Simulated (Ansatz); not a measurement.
Start from SiC in the wurtzite structure (space group P6_3mc, No. 186; a = 3.0564 Å, c = 5.0158 Å). Axes: x lies along a and z along c of the hexagonal cell.

The change: the cell is stretched by 1.80 % along x with no lateral relaxation; the atoms relax in the strained cell.

Level of theory: Ansatz (an electronic-structure program), LDA, PAW, cutoff 420 eV, no SOC.

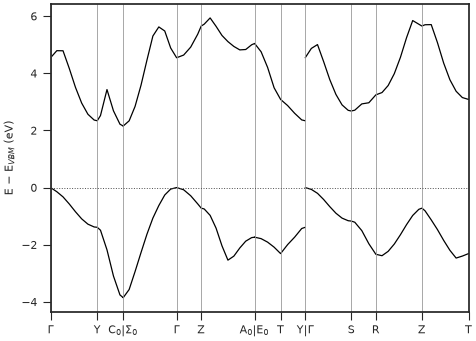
Highest valence and lowest conduction band along the path of the changed cell's own zone

The gap is 2.15 eV, indirect, Γ → Σ₀; the base has 2.13 eV.

Gaps are Kohn–Sham eigenvalue differences; semilocal functionals usually give less than the measured gap. Whether these cells are dynamically stable was not tested. Labels are those of the standard path for the cell's own space group.
